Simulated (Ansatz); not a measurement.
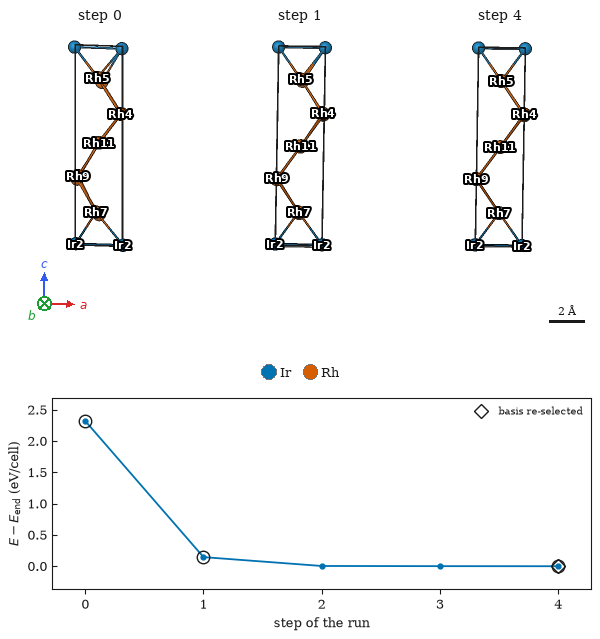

Frames of a relaxation of solid IrRh$_{5}$ (a generated structure, set up in P1) (coarse preliminary run), marked on the history of the run. Style: ball-and-stick. Shown: the cell of the calculation, along the b axis.

The calculation used DFT PBE, scalar-relativistic, plane waves, PAW (Ansatz 0.2.0). Set-up: plane-wave cutoff 420 eV; k-point mesh 8 × 4 × 2; occupations gaussian; smearing width 0.2 eV; no spin polarisation; cell and atoms relaxed; force threshold 0.025 eV/Å; at most 60 steps.

Question: What happens along the run?

Answer: Over 3 accepted moves (4 points after the start) the energy falls by 2.321 eV per cell of the calculation. The largest force component goes from 2.5 to 0.0066 eV/Å. The pressure goes from 10.62 to −0.14 GPa. The SCF was repeated once at an unchanged geometry on a basis and grid sized afresh for the cell, which shifted the energy by 1.2 meV per cell of the calculation at most. The atom that moves furthest relative to the cell is a Rh atom (0.25 Å along [−3 0 1]). By element the largest moves are Rh 0.25 Å, Ir 0.20 Å. The volume changes by +0.9 %, with a 2.750 → 2.718 Å (−1.2 %), b 5.266 → 5.436 Å (+3.2 %), c 11.641 → 11.497 Å (−1.2 %), α 88.2° → 90.0°, β 91.9° → 90.0°. Some distances before and after: Ir–Rh 3.078 → 2.707 Å, Rh–Rh 2.393 → 2.703 Å, Rh–Rh 3.014 → 2.704 Å, Rh–Rh 3.003 → 2.731 Å. The space group (tolerance 0.01 Å) goes from P1 (No. 1) to P4/mmm (No. 123). From step 0 to 1: a Rh atom moves most (0.20 Å), volume +1.2 %, energy −2.175 eV per cell of the calculation. From step 1 to 4: a Rh atom moves most (0.08 Å), volume −0.4 %, energy −0.146 eV per cell of the calculation.

| step | E − E(0), meV/atom | largest force component, eV/Å | pressure, GPa | volume, Å³/atom | note |
| --- | --- | --- | --- | --- | --- |
| 0 | 0.00 | 2.4841 | 10.62 | 14.033 |  |
| 1 | -181.28 | 0.5049 | -0.64 | 14.205 |  |
| 2 | -193.09 | 0.0909 | 0.96 | 14.100 |  |
| 3 | -193.32 | 0.0066 | -0.13 | 14.155 |  |
| 4 | -193.42 | 0.0066 | -0.14 | 14.155 | same geometry, new basis |
